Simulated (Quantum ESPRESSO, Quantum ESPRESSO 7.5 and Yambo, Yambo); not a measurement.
# Bi2S2O (P4/nmm): Bethe-Salpeter spectra with Yambo

Wanted: excitons and ε₂ of Bi2S2O (P4/nmm), with cost.

Main program and level: Quantum ESPRESSO 7.5 and Yambo 5.3.0; PBEsol and many-body steps on it, plane waves.

## 1. The structure

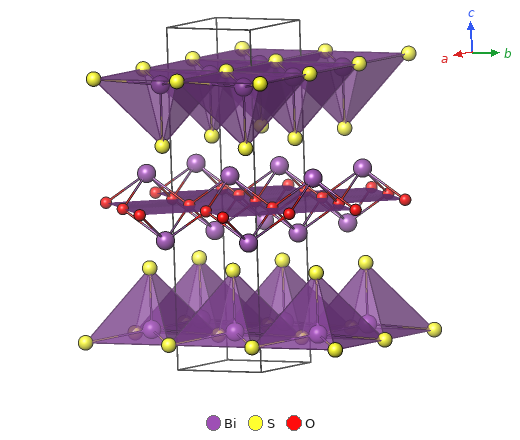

The cell as given, slightly off an axis (bismuth purple, sulfur yellow, oxygen red). 2×2×1 cells are drawn. Some periodic images of atoms are drawn too.

The cell and positions are those that the Materials Project relaxed with its own functionals (PBE, PBE+U or r2SCAN), kept fixed. Spin-orbit coupling is left out unless a step names it.

## 2. Empty states on the mesh, 4×4×1 mesh, 295 bands

This step: Quantum ESPRESSO 7.5; DFT, PBEsol, plane waves, norm-conserving pseudopotentials.

The sums over transitions need many empty states on a uniform mesh; this step solves for them.

The input, pw.in:

```
&control
  calculation = 'nscf'
  prefix = 'x'
  outdir = 'o'
  pseudo_dir = 'pseudo'
/
&system
  ibrav = 0
  nat = 10
  ntyp = 3
  ecutwfc = 76.0
  nbnd = 295
  force_symmorphic = .true.
/
&electrons
  conv_thr = 1e-9
  electron_maxstep = 80
  diago_full_acc = .true.
  diago_thr_init = 5e-6
/
ATOMIC_SPECIES
  Bi 208.98 Bi.upf
  S 32.06 S.upf
  O 15.999 O.upf
CELL_PARAMETERS angstrom
  3.9541013900 0.0000000000 0.0000000000
  0.0000000000 3.9541013900 0.0000000000
  0.0000000000 0.0000000000 14.0505795800
ATOMIC_POSITIONS crystal
  Bi 0.0000000000 0.5000000000 0.8664958300
  Bi 0.5000000000 0.0000000000 0.1335041700
  Bi 0.5000000000 0.0000000000 0.5890931400
  Bi 0.0000000000 0.5000000000 0.4109068600
  S 0.5000000000 0.0000000000 0.8943134100
  S 0.0000000000 0.5000000000 0.1056865900
  S 0.0000000000 0.5000000000 0.6874875200
  S 0.5000000000 0.0000000000 0.3125124800
  O 0.0000000000 0.0000000000 0.5000000000
  O 0.5000000000 0.5000000000 0.5000000000
K_POINTS automatic
  4 4 1 0 0 0
```

On the command line:

```
> OMP_NUM_THREADS=1 mpirun -n 4 pw.x -nk 4 -in pw.in > pw.out
```

The log of the run:

```text
Program PWSCF v.7.5 starts

     This program is part of the open-source Quantum ESPRESSO suite
     for quantum simulation of materials; please cite
         "P. Giannozzi et al., J. Phys.:Condens. Matter 21 395502 (2009);
         "P. Giannozzi et al., J. Phys.:Condens. Matter 29 465901 (2017);
         "P. Giannozzi et al., J. Chem. Phys. 152 154105 (2020);
     in publications or presentations arising from this work. More details at

     Atomic positions and unit cell read from directory:
     o/x.save/

     Message from routine setup:
[...]
13.8087  13.8087  14.4602  14.4603  16.5829  16.5829  17.1740  17.1740
     [... 25 further rows ...]
    59.0817  59.0817  59.2417  59.2418  59.3457  59.3457  60.0478  60.0478
    60.2815  60.2815  60.6528  60.6529  61.1914  61.1915  61.2479

          k = 0.2500 0.2500 0.0000 ( 16593 PWs)   bands (ev):

     [... further k-points ...]

     highest occupied, lowest unoccupied level (ev):     9.5965   10.5410

     XML data file, pseudopotentials, collected wavefunctions

=------------------------------------------------------------------------------=
   JOB DONE.
=------------------------------------------------------------------------------=
```

Wall time 2.3 min (4 MPI ranks of Arm Neoverse V2, shared host); peak memory 2 GiB.

This step gave:

```
gap                                                           : 0.9445 eV
k of the valence top                                          : 0, -0.5, 0
k of the conduction bottom                                    : 0, -0.5, 0
least direct gap                                              : 0.9445 eV
k points computed                                             : 6
lowest point of the top converged band, above the valence top : 50.1380 eV
```

On this mesh the gap is 0.944 eV.

The density comes from a self-consistent run that is not shown.

## 3. Conversion and set-up

This step: Yambo 5.3.0; conversion and set-up on PBEsol, plane waves, norm-conserving pseudopotentials.

The states are converted to the many-body program's format and the q mesh is built.

On the command line:

```
> (cd o/x.save; p2y > p2y.log; mv SAVE ../..); yambo > setup.log
```

The log of the run:

```text
 Yambo, version 5.3.0

 [02] CORE Variables Setup
 =========================

  [02.01] Unit cells
  ==================

  Cell kind             :  Unknown
  Atoms in the cell     :  Bi  S  O
  number of Bi atoms    :   4
  number of S  atoms    :   4
  number of O  atoms    :  2

  List of atomic masses
  Mass of Bi    :  208.9800
  Mass of S     :  32.06000
  Mass of O     :  15.99900

  List of atomic coordinates    : [cc]
  Bi1       :   0.00000   3.73608  23.00698  order 1
  Bi2       :  3.736084  0.000000  3.544769  order 2
[...]
==========================================

 IBZ Q-points                                      :   6
 BZ  Q-points                                      :  16

 K/Q-points units:
 rlu = crystal or reduced units; cc = cartesian coordinates; iku = interal k-units

 Q [1]          [rlu]:  0.000000  0.000000  0.000000
 Q [2]          [rlu]:  0.000000  0.250000  0.000000
 Q [3]          [rlu]:  0.000000 -0.500000  0.000000
 Q [4]          [rlu]:  0.250000  0.250000  0.000000
 Q [5]          [rlu]:  0.250000 -0.500000  0.000000
 Q [6]          [rlu]: -0.500000 -0.500000  0.000000

  [03.01] X indexes
  =================

   [03.01.01] Sigma indexes
   ========================

 [06] Game Over & Game summary
```

It took 3.2 s on 1 MPI rank; peak memory 0.26 GiB.

## 4. Screening and self-energy, 4×4×1 mesh, 295 bands, screening to 115.6 eV

Now the one-shot GW correction: screening in the RPA, then the self-energy of the levels asked for.

This step: G0W0 on PBEsol, plane waves, norm-conserving pseudopotentials.

The input, gw1.in:

```
HF_and_locXC
gw0
dyson
ppa
em1d
rim_cut
RandQpts= 1000000
RandGvec= 1 RL
EXXRLvcs= 76 Ry
VXCRLvcs= 304 Ry
Chimod= "HARTREE"
% BndsRnXp
 1 | 295 |
%
NGsBlkXp= 8.5 Ry
% LongDrXp
 1 | 1 | 1 |
%
% GbndRnge
 1 | 295 |
%
DysSolver= "n"
ExtendOut
PPAPntXp= 27.21138 eV
% QPkrange
 1 | 6 | 55 | 70 |
%
```

On the command line:

```
> OMP_NUM_THREADS=1 mpirun -n 4 yambo -F gw1.in -J gw1 -C gw1 > gw1.log
```

The log of the run:

```text
 Yambo, version 5.3.0

 [02] CORE Variables Setup
 =========================

  [... cell, symmetries and grids as in the set-up ...]

  [02.05] Energies & Occupations
  ==============================

  [X] === General ===
  [X] Electronic Temperature                        :  0.000000  0.000000 [eV K]
  [X] Bosonic    Temperature                        :  0.000000  0.000000 [eV K]
  [X] Finite Temperature mode                       : no
  [X] El. density                                   :  0.58267E+24 [cm-3]
[...]
Sx RL components                                 :  16637

   QP @ state[ 1 ] K range                          :   1   6
   QP @ state[ 1 ] b range                          :   55   70
   GF energies kind                                 : Perdew, Burke & Ernzerhof SOL(X)+Perdew, Burke & Ernzerhof SOL(C)
   GF WF`s kind                                     : Perdew, Burke & Ernzerhof SOL(X)+Perdew, Burke & Ernzerhof SOL(C)
   Xs energies kind                                 : Perdew, Burke & Ernzerhof SOL(X)+Perdew, Burke & Ernzerhof SOL(C)
   Xs WF`s kind                                     : Perdew, Burke & Ernzerhof SOL(X)+Perdew, Burke & Ernzerhof SOL(C)

 [11] Game Over & Game summary
```

Elapsed: 32 min, on 4 MPI ranks; peak memory 5.6 GiB; 2.2 h of CPU time.

Numbers from this step:

| Property | Result |
| --- | --- |
| G0W0 gap on the mesh | 1.308 eV |
| starting gap on the mesh | 0.9445 eV |
| k of the valence top | 0, -0.5, 0 |
| k of the conduction bottom | 0, -0.5, 0 |
| least direct G0W0 gap on the computed points | 1.308 eV |

The gap on the mesh goes from 0.94 eV to 1.31 eV, a correction of +0.36 eV.

The gap opens by 0.364 eV; the next steps shift the empty bands rigidly by 0.364 eV.

## 5. Excitons

Optical absorption needs the electron-hole interaction, solved here in a basis of vertical transitions on the mesh.

This step: Bethe-Salpeter equation on PBEsol with a scissors shift, plane waves, norm-conserving pseudopotentials.

The input, bse3.in:

```
optics
bss
bse
em1s
dipoles
rim_cut
RandQpts= 1000000
RandGvec= 1 RL
Chimod= "HARTREE"
BSKmod= "SEX"
BSEmod= "resonant"
BSSmod= "d"
BSENGexx= 30 Ry
BSENGBlk= 6 Ry
% BSEQptR
 1 | 1 |
%
% BSEBands
 49 | 76 |
%
% BEnRange
 0 | 6 | eV
%
% BDmRange
 0.1 | 0.1 | eV
%
BEnSteps= 121
% BLongDir
 1 | 0 | 0 |
%
% BndsRnXs
 1 | 171 |
%
NGsBlkXs= 6 Ry
% LongDrXs
 1 | 1 | 1 |
%
% KfnQP_E
 0.364 | 1.0 | 1.0 |
%
WRbsWF
```

On the command line:

```
> OMP_NUM_THREADS=1 mpirun -n 4 yambo -F bse3.in -J bse3 -C bse3 > bse3.log
```

The log of the run:

```text
 Yambo, version 5.3.0

 [02] CORE Variables Setup
 =========================

  [... cell, symmetries and grids as in the set-up ...]

  [02.05] Energies & Occupations
  ==============================

  [X] === General ===
  [X] Electronic Temperature                        :  0.000000  0.000000 [eV K]
  [X] Bosonic    Temperature                        :  0.000000  0.000000 [eV K]
  [X] Finite Temperature mode                       : no
  [X] El. density                                   :  0.58267E+24 [cm-3]
  [X] Fermi Level                                   :  9.596521 [eV]

  [X] === Gaps and Widths ===
  [X] Conduction Band Min                           :  0.944472 [eV]
  [X] Valence Band Max                              :  0.000000 [eV]
  [X] Filled Bands                                  :   64
  [X] Empty Bands                                   :   65  295
  [X] Direct Gap                                    :  0.944472 [eV]
  [X] Direct Gap localized at k                     :  3
  [X] Indirect Gap                                  :  0.944472 [eV]
  [X] Indirect Gap between kpts                     :  3  3
  [X] Last valence band width                       :  1.169684 [eV]
  [X] 1st conduction band width                     :  1.913087 [eV]

 [03] Transferred momenta grid and indexing
 ==========================================

 [BZ sampling] Q-grid is User defined and/or read from the database

 IBZ Q-points                                      :   6
 BZ  Q-points                                      :  16

 K/Q-points units:
 rlu = crystal or reduced units; cc = cartesian coordinates; iku = interal k-units

 Q [1]          [rlu]:  0.000000  0.000000  0.000000
 Q [2]          [rlu]:  0.000000  0.250000  0.000000
 Q [3]          [rlu]:  0.000000 -0.500000  0.000000
 Q [4]          [rlu]:  0.250000  0.250000  0.000000
 Q [5]          [rlu]:  0.250000 -0.500000  0.000000
 Q [6]          [rlu]: -0.500000 -0.500000  0.000000

  [03.01] X + BSE indexes
  =======================

   [03.01.01] Sigma indexes
   ========================

 [04] Coloumb potential Random Integration (RIM)
 ===============================================

  [04.01] RIM initialization
  ==========================

  * Diagonal components only detected *

  8 x (sBL volume)        :  0.083661 [a.u.]
  sBZ random points       :  1000000
  Points outside the sBZ  :   7992674
  RL volume               :  0.167322 [a.u.]
  Integrated volume       :  0.167475 [a.u.]

  [04.02] RIM integrals
  =====================

  Gamma point sphere radius             :  0.079334 [a.u.]
  Points outside the sphere             :   799819
  [Int_sBZ(q=0) 1/q^2]*(Vol_sBZ)^(-1/3) =:  7.665912
                                 should be <:  7.795600

  Summary of Coulomb integrals for non-metallic bands |Q|[au] RIM/Bare

  Q [1] 0.100000E-4 0.983364 * Q [2] 0.210220 1.025956
  Q [4] 0.297295 1.037230 * Q [3] 0.420439 1.013193
  Q [5] 0.470065 1.013054 * Q [6] 0.594591 1.008378

 [WARNING] [Xs] User bands 1-171 break level degeneracy

 [05] External/Internal QP corrections
 =====================================

 [QP_apply] Action to be applied: USER defined scissor

  [05.01]  QP corrections report
  ==============================

  [K+QP] === General ===
  [K+QP] Electronic Temperature                     :  0.000000  0.000000 [eV K]
  [K+QP] Bosonic    Temperature                     :  0.000000  0.000000 [eV K]
  [K+QP] Finite Temperature mode                    : no
  [K+QP] El. density                                :  0.58267E+24 [cm-3]
  [K+QP] Fermi Level                                :  0.000000 [eV]

  [K+QP] === Gaps and Widths ===
  [K+QP] Conduction Band Min                        :  1.308472 [eV]
  [K+QP] Valence Band Max                           :  0.000000 [eV]
  [K+QP] Filled Bands                               :   64
  [K+QP] Empty Bands                                :   65  295
  [K+QP] Direct Gap                                 :  1.308472 [eV]
[...]
[K+QP] Indirect Gap between kpts                  :  3  3
  [K+QP] Last valence band width                    :  1.169684 [eV]
  [K+QP] 1st conduction band width                  :  1.913087 [eV]

  [coarse-grid] Minimum Bare Gap        [ev]:  0.944472
  [coarse-grid] Minimum Gap Correction  [ev]:  0.364000

  Eqp @ K [1]
  -153.3805 -153.3804 -153.0732 -153.0731  -91.4322  -91.4322  -91.4322  -91.4322
  -91.36842 -91.36842 -91.11314 -91.11293 -91.09464 -91.09464 -91.09452 -91.09452
  -22.76312 -22.76227 -22.72691 -22.72387 -22.72359 -22.72322 -22.66128 -22.66128
  -22.65810 -22.65810 -22.58908 -22.42082 -22.42082 -22.41832 -22.40221 -22.38735
  -22.36001 -22.35553 -22.35553 -22.33299 -18.86205 -16.45347 -14.03161 -13.68912
  -12.14442 -11.82729  -9.70403  -8.34910  -7.93334  -6.98372  -5.14659  -5.14659
[...]
[... 4 further rows ...]
[...]
Eqp @ K [2]
[...]
[... 4 further rows ...]
[...]
Eqp @ K [3]
[...]
[... 4 further rows ...]
[...]
Eqp @ K [4]
[...]
[... 4 further rows ...]
[...]
Eqp @ K [5]
[...]
[... 4 further rows ...]
[...]
Eqp @ K [6]
[...]
5.302930  5.302930  6.739494  6.739495  6.955333  6.955333  9.266685  9.266685
     [... 4 further rows ...]
   16.75709  16.75709  17.87989  17.87989  17.92820  17.92820  19.35249  19.35249
   19.45485  19.45485  19.60183  19.60183  19.70413  19.70413  20.06761  20.06761

 [06] Dipoles
 ============

  [06.01] Setup: observables and procedures
  =========================================

  [WARNING] [x,Vnl] slows the Dipoles computation. To neglect it rename the ns.kb_pp file

  [WARNING] [r,Vnl^pseudo] included in position and velocity dipoles.

  [WARNING] In case H contains other non local terms, these are neglected

 [07] Static Dielectric Matrix
 =============================

 [WR./bse3//ndb.em1s]------------------------------------------------------------
  Brillouin Zone Q/K grids (IBZ/BZ)                :   6  16   6  16
  RL vectors                                       :  19739 [WF]
  Coulomb cutoff potential                         : none
  Electronic Temperature                           :  0.000000 [K]
  Bosonic    Temperature                           :  0.000000 [K]
  Static diel. fun.  energies                      : Perdew, Burke & Ernzerhof SOL(X)+Perdew, Burke & Ernzerhof SOL(C)
  wavefunctions                                    : Perdew, Burke & Ernzerhof SOL(X)+Perdew, Burke & Ernzerhof SOL(C)
  Global Gauge                                     : length
  X matrix size                                    :   365
  X band range                                     :    1  171
  X e/h energy range                               : -1.000000 -1.000000 [eV]
  X Time ordering                                  : T
  X Hxc Kernel                                     : HARTREE
  X Drude frequency                                :  0.000000  0.000000
  X poles                                          :  100.0000 [o/o]
  RL vectors in the sum                            :  19739
  [r,Vnl] included                                 : yes
  Field direction                                  :  0.577350E-5  0.577350E-5  0.577350E-5
  BZ energy Double Grid                            : no
  BZ energy DbGd points                            : 0
  BZ Q point size factor                           : -1.000000
  X Optical Averaged directions                    : none

 [08] Bethe Salpeter Equation driver
 ===================================

  [08.01] Bethe Salpeter Equation @q1
  ===================================

   [08.01.01] Transition pre-analysis @q1
   ======================================

   [08.01.02] Transition Groups build-up @q1
   =========================================

   [BSK] Transition groups (total):  12
   [BSK] Size (resonant):  3072
   [BSK]         (total):  3072
   [BSK] N. of matrices :  1

   [08.01.03] Loading Dipoles @q1
   ==============================

   [08.01.04] Independent Particles properties @q1
   ===============================================

   ==========================================================

   [BSE] Exchange components :   4175
   [BSE] Correlation components :   365  1219

    [08.01.05.01] Screened interaction header I/O
    =============================================

    [08.01.05.02] Main kernel loop
    ==============================

    [08.01.05.03] Wave-Function Phases
    ==================================

    [BSE] WF phases found       :  61.01190 [o/o]

   [08.01.06] BSE solver(s) @q1
   ============================

   [08.01.07] Diago Solver @q1
   ===========================

 [11] Game Over & Game summary
```

Run time: 7.2 min. Hardware: 4 MPI ranks; peak memory 2.4 GiB.

This step gave:

| Property | Result |
| --- | --- |
| transitions in the window | 3072 |
| direct gap of the transition levels | 1.308 eV |
| lowest state | 1.185 eV |
| first strong exciton (over a fiftieth of the strongest listed) | 1.195 eV |
| binding of the lowest state below the direct gap | 0.1235 eV |
| Coulomb term of one mesh cell | 0.1253 eV |

The binding is 0.99 times the screened Coulomb term of one mesh cell (0.13 eV), so it is not shown settled.

The lowest state lies at 1.185 eV, 0.124 eV under the direct gap.

Lines within 3 meV are set at the lowest of them, and the highest group, which the list may cut short, is left out; lines within 3 meV are set at the lowest of them, and the highest group, which the list may cut short, is left out. Exciton lines, with heights relative to the strongest:

```
position (eV)  lines merged  strength, relative
        1.185             2                 0.0
        1.195             2                 100
        1.228             2                 0.0
        1.234             1                 0.0
        1.359             1                 0.0
        1.672             1                 0.0
        1.682             1                 0.0
        1.699             4                  73
        1.704             2                  85
        1.710             2                 0.0
        1.728             1                 0.0
```

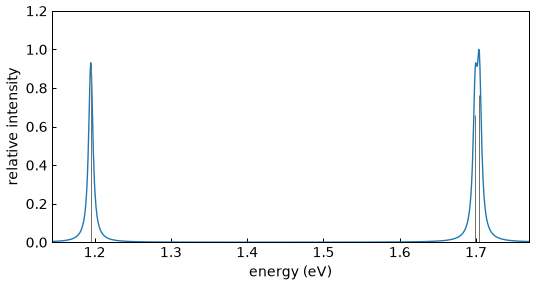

The exciton spectrum, broadened with Lorentzians of width 0.0068 eV; bars mark the lines.

The ε₂ has structure finer than the step of the table below, so its rows give means over 0.25 eV, whole bins alone (the curve runs from 0 to 6 eV). Peaks (eV: height): BSE 1.200: 44.7, 1.700: 68.7, 2.700: 34.4; no electron-hole interaction 1.300: 35.6, 1.850: 63.5, 2.850: 33.1.

Field along x; broadening 0.1 eV; transition window only. Limits: finite bands, cutoff and mesh; no spin-orbit coupling; coarse k mesh; exciton not shown settled in the k mesh. ε₂ against photon energy; means over each step:

```
photon energy (eV)    BSE  no electron-hole interaction
              0.25  0.971                         0.717
              0.50   1.56                          1.07
              0.75   3.21                          1.87
              1.00   13.2                          4.95
              1.25   31.2                          23.8
              1.50   22.6                          15.3
              1.75   46.6                          35.6
              2.00   12.4                          30.5
              2.25   14.4                          11.2
              2.50   16.6                          13.6
              2.75   28.1                          21.3
              3.00   22.3                          27.8
              3.25   12.3                          18.1
              3.50   10.7                          13.6
              3.75   11.7                          10.1
              4.00   11.2                          11.6
              4.25   11.9                          12.2
              4.50   11.0                          11.8
              4.75   11.7                          10.6
              5.00   8.84                          11.3
              5.25   7.88                          9.66
              5.50   7.28                          8.25
              5.75   7.02                          8.17
```

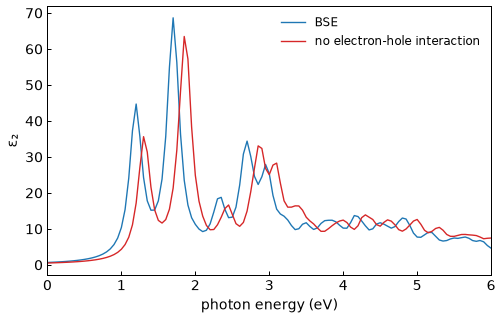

ε₂ against photon energy.

(Part 1 of 3 ends here.)

[Paths, hosts, dates, memory and timing lines, banners, echoed tables and standing remarks are left out of the program output.]

[Logs are printed without paths, hosts, clocks, repeated set-up lines and the standing remarks that a program may print on its own settings, such as how far it seeks lower states.]

[Runs of the session that timed out or met a known fault of the program may be left out.]

[Hosts, paths, dates, database ids (printed as entryN), source tags and the programs' standing remarks are cut or masked in the printed files.]
